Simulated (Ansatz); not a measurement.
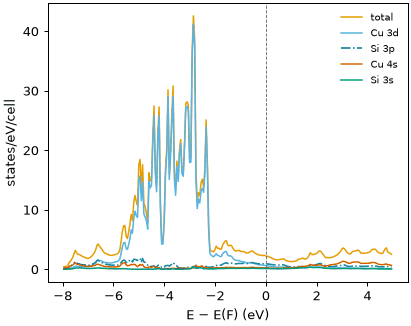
Figure. Total and projected density of states of Cu₃Si in space group P6_3/mmc (No. 194; Si on 2d, Cu on 6h), plane-wave PAW PBEsol (Ansatz code)

Q: Which orbitals carry the states next to the Fermi level?

A: Within 0.5 eV of the Fermi level: Si 3p 41 %, Cu 3d 29 %, Cu 4s 11 %, Si 3s 6 %, outside the projected shells 12 %. Projections are on Löwdin-orthogonalised atomic valence shells; empty p or d shells of many metals are not among them.

Q: Where is the tallest occupied peak in this window, and what makes it?

A: Near -2.8 eV, about 43 states/eV per cell; the largest projected share is Cu 3d.

The first step of the workflow began from a Materials Project structure, measured or hypothetical; the Crystallography Open Database copy checked does not list it. Whether it is the stable phase at ambient conditions was not checked. The cell was relaxed with PBEsol under the symmetry of its start; whether a distortion lowers the energy is not shown. No spin polarisation was allowed.

Potentials: the later of the program's two PAW sets.
